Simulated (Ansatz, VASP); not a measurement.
**Cross-check of YZnC between VASP and Ansatz**

One calculation is typed for both programs; each brings its own data sets. How far apart do they land? The cell is invented: As first built, before any earlier steps moved the atoms (in the runner's words): it takes the YCoC structure with some of its atoms replaced by other elements, volume scaled by an estimate. It may not be a known or stable phase. The cell is taken from a series of VASP runs on this material, whose earlier steps may have relaxed, scaled or displaced it; both programs get it as it stands. Valence electrons are named where the data sets of a main pair hold unlike numbers.

Method: plane waves, with VASP 6.6.1 beside it; band structure at revPBE and band structure at revPBE, spin-orbit coupling, in Ansatz 0.2.0.

## Step 1: Set-up

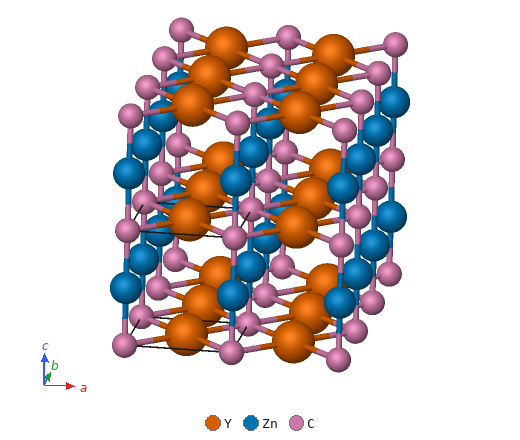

Start, viewed slightly off an axis; yttrium orange, zinc blue, carbon pink. 2×3×2 cells are drawn. Some periodic images of atoms are drawn too.

Structure file:

```cif
data_structure
_symmetry_space_group_name_H-M 'P4/mmm'
_symmetry_Int_Tables_number 123
_cell_length_a 3.5982
_cell_length_b 3.5982
_cell_length_c 3.9575
_cell_angle_alpha 90.000
_cell_angle_beta 90.000
_cell_angle_gamma 90.000
_cell_volume 51.24
loop_
_atom_site_label
_atom_site_type_symbol
_atom_site_symmetry_multiplicity
_atom_site_Wyckoff_symbol
_atom_site_fract_x
_atom_site_fract_y
_atom_site_fract_z
_atom_site_occupancy
Y1 Y 1 c 0.50000 0.50000 0.00000 1
Zn1 Zn 1 b 0.00000 0.00000 0.50000 1
C1 C 1 a 0.00000 0.00000 0.00000 1
```

## Step 2: VASP: band structure, revPBE

A single point gives forces, pressure and levels at one fixed geometry, so differences don't come from the geometry; what else differs is listed under the comparison.

Lines of VASP's logs that name or quote its potential files are left out, and so is its time.

INCAR

```
SYSTEM = YZnC
PREC = Accurate
ENCUT = 520
EDIFF = 1E-06
NELM = 100
ISMEAR = -1
SIGMA = 0.05
LREAL = .FALSE.
ALGO = Normal
GGA = RE
NBANDS = 26
LORBIT = 11
LWAVE = .FALSE.
LCHARG = .FALSE.
```

POSCAR

```
YZnC
1.0
    3.5981806900      0.0000000000      0.0000000000
    0.0000000000      3.5981806900      0.0000000000
    0.0000000000      0.0000000000      3.9575466600
Y Zn C
1 1 1
Direct
    0.5000000000      0.5000000000      0.0000000000
    0.0000000000      0.0000000000      0.5000000000
    0.0000000000      0.0000000000      0.0000000000
```

KPOINTS

```
Automatic mesh
0
Gamma
5 5 5
0 0 0
```

KPOINTS_OPT

```
Line mode
16
Line-mode
Reciprocal
  0.00000000   0.00000000   0.00000000 GAMMA
  0.00000000   0.50000000   0.00000000 X

  0.00000000   0.50000000   0.00000000 X
  0.50000000   0.50000000   0.00000000 M

  0.50000000   0.50000000   0.00000000 M
  0.00000000   0.00000000   0.00000000 GAMMA

  0.00000000   0.00000000   0.00000000 GAMMA
  0.00000000   0.00000000   0.50000000 Z

  0.00000000   0.00000000   0.50000000 Z
  0.00000000   0.50000000   0.50000000 R

  0.00000000   0.50000000   0.50000000 R
  0.50000000   0.50000000   0.50000000 A

  0.50000000   0.50000000   0.50000000 A
  0.00000000   0.00000000   0.50000000 Z

  0.00000000   0.50000000   0.00000000 X
  0.00000000   0.50000000   0.50000000 R

  0.50000000   0.50000000   0.00000000 M
  0.50000000   0.50000000   0.50000000 A
```

Potentials, in the order of the species: Y_sv, Zn and C (PBE family, release 64).

The run is started by

```console
> mpirun -np 1 vasp_std
```

Numbers of over 12 decimals in the logs are rounded to 6 here.

Output:

```text
[banner, memory and clock lines left out]
running    1 mpi-ranks, on    1 nodes
 distrk:  each k-point on    1 cores,    1 groups
 distr:  one band on    1 cores,    1 groups

 POSCAR found type information on POSCAR Y ZnC
 POSCAR found :  3 types and       3 ions
|                                                                             |
|               ----> ADVICE to this user running VASP <----                  |
|                                                                             |
|     You enforced a specific xc type in the INCAR file but a different       |
|     [... a line on the potential file left out ...]
|     I HOPE YOU KNOW WHAT YOU ARE DOING!                                     |
|                                                                             |

 LDA part: xc-table for (Slater+PW92), standard interpolation
 POSCAR, INCAR and KPOINTS ok, starting setup
 FFT: planning ... GRIDC
 FFT: planning ... GRID_SOFT
 FFT: planning ... GRID
 WAVECAR not read
 entering main loop
       N       E                     dE             d eps       ncg     rms          rms(c)
DAV:   1     0.153614845599E+03    0.15361E+03   -0.12581E+04   936   0.120E+03
DAV:   2    -0.526935763122E+01   -0.15888E+03   -0.14856E+03   960   0.292E+02
DAV:   3    -0.195130600195E+02   -0.14244E+02   -0.13882E+02  1350   0.741E+01
DAV:   4    -0.200080647355E+02   -0.49500E+00   -0.49145E+00  1082   0.113E+01
DAV:   5    -0.200221210594E+02   -0.14056E-01   -0.14025E-01  1132   0.170E+00    0.290E+01
DAV:   6    -0.160963773399E+02    0.39257E+01   -0.11360E+01  1248   0.471E+01    0.251E+01
DAV:   7    -0.160387646257E+02    0.57613E-01   -0.15856E+00  1144   0.918E+00    0.181E+01
DAV:   8    -0.160370316730E+02    0.17330E-02   -0.43678E-01  1050   0.367E+00    0.730E+00
DAV:   9    -0.160076004345E+02    0.29431E-01   -0.63279E-02  1008   0.137E+00    0.557E-01
DAV:  10    -0.160071788696E+02    0.42156E-03   -0.42456E-03  1124   0.394E-01    0.233E-01
DAV:  11    -0.160072267006E+02   -0.47831E-04   -0.59290E-04  1138   0.218E-01    0.423E-02
DAV:  12    -0.160072141665E+02    0.12534E-04   -0.38660E-05  1070   0.541E-02    0.129E-02
DAV:  13    -0.160072165812E+02   -0.24147E-05   -0.91276E-06  1148   0.195E-02    0.139E-02
DAV:  14    -0.160072168377E+02   -0.25647E-06   -0.13201E-06   704   0.843E-03
   1 F= -.16007217E+02 E0= -.15998690E+02  d E =-.170537E-01
 Start KPOINTS_OPT (optional k-point list driver)
k-point batch [1-18\144]
       N       E                     dE             ncg
DAV:   1    -0.112179534868E+04   -0.84645E+04      936
DAV:   2    -0.389394522284E+04   -0.27721E+04      980
DAV:   3    -0.413247533358E+04   -0.23853E+03     1300
DAV:   4    -0.414365341573E+04   -0.11178E+02     1156
DAV:   5    -0.414381540190E+04   -0.16199E+00     1132
DAV:   6    -0.414381774113E+04   -0.23392E-02     1060
DAV:   7    -0.414381778838E+04   -0.47246E-04     1120
DAV:   8    -0.414381778948E+04   -0.10989E-05      878
DAV:   9    -0.414381778952E+04   -0.40538E-07      680
[...]
k-point batch [127-144\144]
       N       E                     dE             ncg
DAV:   1    -0.113823298919E+04   -0.19803E+05      936
DAV:   2    -0.388990201736E+04   -0.27517E+04     1058
DAV:   3    -0.411777626589E+04   -0.22787E+03     1428
DAV:   4    -0.412251897718E+04   -0.47427E+01     1148
DAV:   5    -0.412261936691E+04   -0.10039E+00     1074
DAV:   6    -0.412262149744E+04   -0.21305E-02     1114
DAV:   7    -0.412262155632E+04   -0.58883E-04     1146
DAV:   8    -0.412262155791E+04   -0.15929E-05      952
DAV:   9    -0.412262155797E+04   -0.61234E-07      864
```

OUTCAR, selected parts (step 2):

```text
ion  position               nearest neighbor table
   1  0.500  0.500  0.000-   3 2.54   3 2.54   3 2.54   3 2.54   2 3.22   2 3.22   2 3.22   2 3.22
                             2 3.22   2 3.22   2 3.22   2 3.22
   2  0.000  0.000  0.500-   3 1.98   3 1.98   1 3.22   1 3.22   1 3.22   1 3.22   1 3.22   1 3.22
                             1 3.22   1 3.22
   3  0.000  0.000  0.000-   2 1.98   2 1.98   1 2.54   1 2.54   1 2.54   1 2.54

  LATTYP: Found a simple tetragonal cell.
 ALAT       =     3.5981806900
 C/A-ratio  =     1.0998743534

 Subroutine GETGRP returns: Found 16 space group operations
 (whereof 16 operations were pure point group operations)

The static configuration has the point symmetry D_4h.

 Found     18 irreducible k-points:

   k-points           NKPTS =     18   k-points in BZ     NKDIM =     18   number of bands    NBANDS=     26

   dimension x,y,z NGX =    28 NGY =   28 NGZ =   30
   dimension x,y,z NGXF=    56 NGYF=   56 NGZF=   60

   ENCUT  =  520.0 eV  38.22 Ry    6.18 a.u.   6.69  6.69  7.36*2*pi/ulx,y,z

   NELECT =      27.0000    total number of electrons

 k-points in reciprocal lattice and weights: Automatic mesh
   0.00000000  0.00000000  0.00000000       0.008
   0.20000000  0.00000000  0.00000000       0.032
   0.40000000  0.00000000  0.00000000       0.032
   0.20000000  0.20000000  0.00000000       0.032
   0.40000000  0.20000000  0.00000000       0.064
   0.40000000  0.40000000  0.00000000       0.032
   0.00000000  0.00000000  0.20000000       0.016
   0.20000000  0.00000000  0.20000000       0.064
   0.40000000  0.00000000  0.20000000       0.064
[...]
0.40000000  0.20000000  0.40000000       0.128
   0.40000000  0.40000000  0.40000000       0.064

 average (electrostatic) potential at core
       1 -36.5653       2 -36.2598       3 -50.6602

 E-fermi :   3.4848

 k-point     1 :       0.0000    0.0000    0.0000
  band No.  band energies     occupation
    ...
     10      -3.5933      2.00000
     11       0.9511      2.00000
     12       1.3283      2.00000
     13       3.2141      1.99113
     14       3.2141      1.99113
     15       4.0943      0.00001
     16       7.8878      0.00000
     17       7.8878      0.00000
     18       8.0013      0.00000
     19       8.8993      0.00000
    ...

 k-point     2 :       0.2000    0.0000    0.0000
  band No.  band energies     occupation
    ...
     10      -3.4914      2.00000
     11       0.8399      2.00000
     12       1.1387      2.00000
     13       2.0024      2.00000
     14       2.3970      2.00000
     15       5.5425      0.00000
     16       7.5256      0.00000
     17       7.8932      0.00000
     18       7.9748      0.00000
     19       9.4802      0.00000
    ...

 k-point     3 :       0.4000    0.0000    0.0000
  band No.  band energies     occupation
    ...
     10      -3.0498      2.00000
     11      -0.5402      2.00000
     12       0.6536      2.00000
     13       1.4932      2.00000
     14       2.7112      2.00000
     15       5.0335      0.00000
     16       8.0477      0.00000
     17       8.0784      0.00000
     18       8.1261      0.00000
     19      11.6158      0.00000
    ...

  Total        0.0085064      0.0085064      0.0015033      0.0000000     -0.0000000      0.0000000
  in kB        0.2659883      0.2659883      0.0470083      0.0000000     -0.0000000      0.0000000
  external PRESSURE =       0.1929950 kB  Pullay stress =       0.0000000 kB

  energy-cutoff  :      520.00
  volume of cell :       51.24
      direct lattice vectors                 reciprocal lattice vectors
     3.598180690  0.000000000  0.000000000     0.277918228  0.000000000  0.000000000
     0.000000000  3.598180690  0.000000000     0.000000000  0.277918228  0.000000000
     0.000000000  0.000000000  3.957546660     0.000000000  0.000000000  0.252681797

 POSITION                                       TOTAL-FORCE (eV/Angst)
 -----------------------------------------------------------------------------------
      1.79909      1.79909      0.00000         0.000000      0.000000      0.000000
      0.00000      0.00000      1.97877         0.000000      0.000000      0.000000
      0.00000      0.00000      0.00000         0.000000      0.000000      0.000000
 -----------------------------------------------------------------------------------
    total drift:                                0.000000      0.000000      0.000000

  FREE ENERGIE OF THE ION-ELECTRON SYSTEM (eV)
  ---------------------------------------------------
  free  energy   TOTEN  =       -16.0072168377 eV

  energy  without entropy=      -15.9901631770  energy(sigma->0) =      -15.99869001

 total charge
# of ion       s       p       d       f       tot
--------------------------------------------------
    1        2.182   6.423   0.988   0.049   9.642
    2        0.601   0.568   9.718   0.000  10.887
    3        0.867   1.445   0.000   0.000   2.312
--------------------------------------------------
tot          3.650   8.436  10.706   0.049  22.841

[... 3 further parts left out ...]
```

This run has no spin polarisation. Its electron count is odd, so without a moment it is a metal by construction.

## Step 3: Ansatz: band structure, revPBE

Ansatz runs on its default PAW (the set named soft_2) files.

The same cell, functional, mesh and smearing now go to Ansatz, which takes its cutoff from its data sets.

input.yaml

```yaml
crystal:
  lattice:
    - [3.59818069, 0.0, 0.0]
    - [0.0, 3.59818069, 0.0]
    - [0.0, 0.0, 3.95754666]
  atoms:
    - { symbol: "Y", position: [0.5, 0.5, 0.0] }
    - { symbol: Zn, position: [0.0, 0.0, 0.5] }
    - { symbol: C, position: [0.0, 0.0, 0.0] }
hamiltonian:
  xc: revpbe
  pseudopotentials: { kind: paw }
kpoints:
  mp_grid: { grid: [5, 5, 5] }
  band_path:
    path:
      - [0.0, 0.0, 0.0]
      - [0.0, 0.13333, 0.0]
      - [0.0, 0.3, 0.0]
      - [0.0, 0.46667, 0.0]
      - [0.1, 0.5, 0.0]
      - [0.26667, 0.5, 0.0]
      - [0.43333, 0.5, 0.0]
      - [0.43333, 0.43333, 0.0]
      - [0.26667, 0.26667, 0.0]
      - [0.1, 0.1, 0.0]
      - [0.0, 0.0, 0.03333]
      - [0.0, 0.0, 0.2]
      - [0.0, 0.0, 0.36667]
      - [0.0, 0.0, 0.5]
      - [0.0, 0.16667, 0.5]
      - [0.0, 0.3, 0.5]
      - [0.0, 0.46667, 0.5]
      - [0.1, 0.5, 0.5]
      - [0.26667, 0.5, 0.5]
      - [0.43333, 0.5, 0.5]
      - [0.43333, 0.43333, 0.5]
      - [0.26667, 0.26667, 0.5]
      - [0.1, 0.1, 0.5]
      - [0.0, 0.5, 0.03333]
      - [0.0, 0.5, 0.2]
      - [0.0, 0.5, 0.36667]
      - [0.5, 0.5, 0.0]
      - [0.5, 0.5, 0.16667]
      - [0.5, 0.5, 0.33333]
      - [0.5, 0.5, 0.5]
    npoints: 1
scf:
  occupations: { method: fermi_dirac, width: 0.05 }
  n_extra_bands: 7
output:
  forces: true
  stress: true
  eigenvalues: true
  write_density: true
  write_potential: true
  elf: true
  volumetric_format: npy
```

The run is started by

```console
> ansatz run input.yaml --threads 2 --pin off --max-ram 4608MiB --backend cpu --events-out ev --progress --plain --runs-dir out
```

Output:

```text
scf.n_extra_bands = 7 over 14 filled bands (N_el = 27.0): the run solves 21 bands
Engine: ansatz 0.2.0, x86_64-unknown-linux-gnu
Pseudopotentials: kind: paw
Pseudopotential: Y, paw, valence charge 11, recommended cutoff 420 eV (normal), Y.paw.azcp
Pseudopotential: Zn, paw, valence charge 12, recommended cutoff 420 eV (normal), Zn.paw.azcp
Pseudopotential: C, paw, valence charge 4, recommended cutoff 420 eV (normal), C.paw.azcp
Functional definition: revPBE
  parameter kappa = 1.245
  parameter beta = 0.066725
  exchange = pbe_x(kappa = kappa, mu = beta*pi^2/3)
  correlation = pbe_c(beta = beta)
Crystal: 3 atoms, lattice volume = 51.238 Å³
Basis set: ecut = 420 eV, 981 PW (Γ), exchange–correlation on 50×50×54 points (8 copies of the dense FFT grid, shifted against one another)
Bands: 21, of which v1, the nominal top of the filled ones, is band 14 counted from 1 (13 counted from 0)
Symmetry: 16 space group operations
Space group: P4/mmm (ITA 123), of the structure as read, at distance tolerance 3.7e-5 Å
k-points: 18 of 125
Non-local potential: Y, projectors of the file, l = 0: 3, l = 1: 2, l = 2: 2, l = 3: 1
Non-local potential: Zn, projectors of the file, l = 0: 2, l = 1: 2, l = 2: 3, l = 3: 1
Non-local potential: C, projectors of the file, l = 0: 2, l = 1: 2, l = 2: 1
PAW form: soft (Blöchl's): semilocal exchange-correlation on the pseudo side does not see the compensation charge
PAW frozen core: Y, regenerated for the run's functional, and the local potential with it (the file was generated under x = pbe(κ = 0.804, μ = 0.219515), c = pbe(β = 0.066725))
PAW frozen core: Zn, regenerated for the run's functional, and the local potential with it (the file was generated under x = pbe(κ = 0.804, μ = 0.219515), c = pbe(β = 0.066725))
PAW frozen core: C, regenerated for the run's functional, and the local potential with it (the file was generated under x = pbe(κ = 0.804, μ = 0.219515), c = pbe(β = 0.066725))
PAW one-centre angular grid: Y, 590 points (default); XC on 64 Gauss nodes
PAW one-centre angular grid: Zn, 590 points (default); XC on 64 Gauss nodes
PAW one-centre angular grid: C, 110 points (default); XC on 64 Gauss nodes
Initial density: superposition of atomic densities (neutral atoms: chi_scale 0, normalization atom), corrected by the library's trained network
Initial wavefunctions: pseudopotential atomic-orbital guess
Functional: x = revpbe(κ = 1.245, μ = 0.219515), c = pbe(β = 0.066725)
SCF iter   1: F=—  HF=-7428.466996 eV  |F-HF|=—  |Δ(HF+E_count)|=         —  Δρ=4.78e-3  dr2=1.09e-2  ethr=1.77e-3  ⟨swp⟩=5.8  Hψ=1849  notcnv=0  defer=5
preconditioner: auto → Kerker (q_TF=auto, 2.452 Å⁻¹)  [metal: Δε(μ)=0.059 eV  Ē_g=14.586 eV  σ=0.050 eV  W_gap=0.28  n_scr=14 (ndim 8)  ℏωp=25.9 eV  f_vac=0.000  D(μ)=2.06/eV (n_scr^D=18)]
SCF iter   2: F=—  HF=-7428.465125 eV  |F-HF|=—  |Δ(HF+E_count)|=   1.87e-3  Δρ=1.78e-3  dr2=1.52e-3  ethr=4.04e-5  ⟨swp⟩=2.0  Hψ=744  notcnv=0  defer=23
SCF iter   3: F=—  HF=-7428.465038 eV  |F-HF|=—  |Δ(HF+E_count)|=   8.65e-5  Δρ=1.34e-3  dr2=9.49e-4  ethr=5.65e-6  ⟨swp⟩=2.0  Hψ=434  notcnv=0  defer=23
SCF iter   4: F=—  HF=-7428.465069 eV  |F-HF|=—  |Δ(HF+E_count)|=   3.09e-5  Δρ=5.20e-4  dr2=1.66e-4  ethr=3.51e-6  ⟨swp⟩=2.7  Hψ=552  notcnv=0  defer=23
SCF iter   5: F=—  HF=-7428.465076 eV  |F-HF|=—  |Δ(HF+E_count)|=   6.45e-6  Δρ=1.96e-4  dr2=1.42e-5  ethr=6.17e-7  ⟨swp⟩=2.6  Hψ=554  notcnv=0  defer=23
SCF iter   6: F=—  HF=-7428.465128 eV  |F-HF|=—  |Δ(HF+E_count)|=   5.20e-5  Δρ=3.73e-5  dr2=4.22e-7  ethr=5.27e-8  ⟨swp⟩=2.3  Hψ=545  notcnv=0  defer=23
SCF iter   7: F=-7428.465128 eV  HF=-7428.465128 eV  |F-HF|=1.44e-8  |Δ(HF+E_count)|=   3.68e-7  Δρ=1.08e-5  dr2=6.14e-8  ethr=3.70e-10  ⟨swp⟩=11.4  Hψ=2355  notcnv=0
SCF 1 converged in 7 iterations: F = -7428.465128 eV  dr2 = 6.14e-8
  greatest PAW one-centre occupation: 0.993 electrons in one spin orbital (limit 2), on the Y atom at site 0 (counted from 0), in its partial waves of l = 0
NSCF: frozen V_eff on 30 k-points
SCF converged after 7 iterations
Free energy (F): -7428.465128 eV
Harris-Foulkes:  -7428.465128 eV  (|F-HF|=1.44e-8)
Internal energy: -7428.448173 eV  (E = F + TS)
E sigma→0 (E₀):  -7428.456651 eV
Entropy (-TS):   -0.016955 eV (-5.652 meV/atom)
Fermi energy:    10.272671 eV
--- Per-component energies (eV) ---
  E_band       = -45.739072
  E_kinetic    = 522.535726
  E_local      = -2360.731929  (includes V_loc(G=0)·N_el)
  E_nonlocal   = 683.148463
  E_hartree    = 933.219036
  E_xc         = -360.294904
  E_vxc        = -311.743350  (∫ρ·V_xc dr)
  E_paw        = -4755.351744  (= ΣΔE_a)
  E_vpaw       = -445.375771  (= ΣTr[D̂ρ^β])
  E_aug_tail   = -0.000369  (compensation charges beyond the density's cutoff)
  E_ewald      = -2090.852164
  E_core_change = -0.120290  (= ΣΔE_core)
  E_smearing   = -0.016955  (= −TS)
  E_closure    = -0.000000  (closes the sum)
  Σ components = -7428.465128   (vs F -7428.465128, Δ=0.00e0)
--- Forces (eV/Å), atoms counted from 1 ---
  atom   1  Y     -0.00000000    -0.00000000    -0.00000000
  atom   2  Zn     0.00000000     0.00000000     0.00000000
  atom   3  C     -0.00000000     0.00000000     0.00000000
  max |Σ_I F_I| component: 3.77e-29 eV/Å
--- Stress (GPa, compression-positive) ---
        0.066908       0.000000       0.000000
        0.000000       0.066908       0.000000
        0.000000       0.000000      -0.870688
  P = ⅓ Tr σ = -0.2456 GPa (-2.456 kbar)
--- Band table (eV; the first three rows and the last of 18) ---
  k-point 0: bands = [... 10 lower, 7.7320, 8.1259, 9.9934, 9.9934, 10.8865, 14.6789, 14.6789, 14.7925, ... 3 higher]
  k-point 1: bands = [... 10 lower, 5.6932, 10.2420, 10.2420, 10.4222, 10.9819, 13.7632, 13.7632, 14.8113, ... 3 higher]
  k-point 2: bands = [... 10 lower, 4.5484, 10.7899, 10.7899, 11.1538, 12.6280, 12.6280, 13.0638, 14.8424, ... 3 higher]
  k-point 17: bands = [... 10 lower, 6.2109, 8.9543, 8.9752, 10.1237, 10.2629, 13.7552, 16.3561, 16.4637, ... 3 higher]
```

Run time: 0.85 s. Hardware: 2 threads of Intel Xeon 6975P-C (Granite Rapids), shared host; peak memory 0.38 GiB.

## Step 4: Comparison

Known differences besides the potentials themselves: the cutoff is 420 eV in Ansatz and 520 eV in VASP; Ansatz makes its cores anew for this functional, VASP keeps those of its PBE data sets; VASP leaves aspherical gradient terms in its spheres out (LASPH is not set), Ansatz keeps them. Total energies have different zeros and are not compared.

The two programs side by side:

```
                                        quantity  Ansatz  VASP  difference
                                  pressure (GPa)   -0.25  0.02       -0.26
pressure without Ansatz's Pulay correction (GPa)   -0.38  0.02       -0.40
```

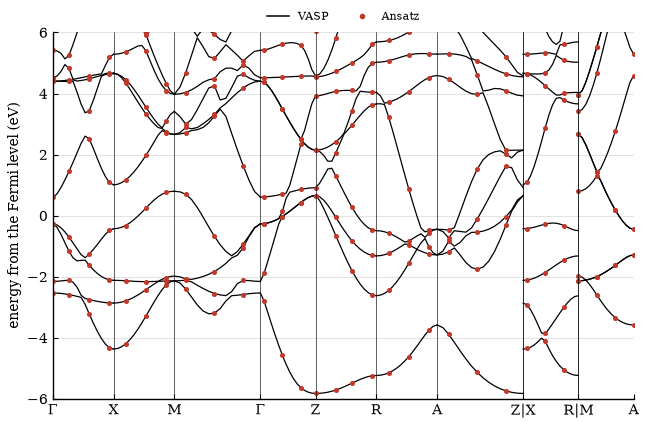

Bands from VASP (lines) and levels from Ansatz (dots). Dots without a line are higher empty bands that the VASP plot leaves out.

Levels from 3 eV below to 2 eV above the Fermi level differ by 5 meV r.m.s. and 12 meV at most; each VASP level is matched to the nearest of Ansatz, which flatters the figure a little. Ansatz's pressure holds a Pulay correction of 0.13 GPa; VASP's holds none.

(Part 1 of 2 ends here.)

[Lines on the potential files, build, host, timing and source positions are cut from VASP's logs without a mark.]

[Logs are printed without paths, hosts, clocks, repeated set-up lines and the standing remarks that a program may print on its own settings, such as how far it seeks lower states.]

[Hosts, paths, dates, database ids (printed as entryN), source tags and the programs' standing remarks are cut or masked in the printed files.]
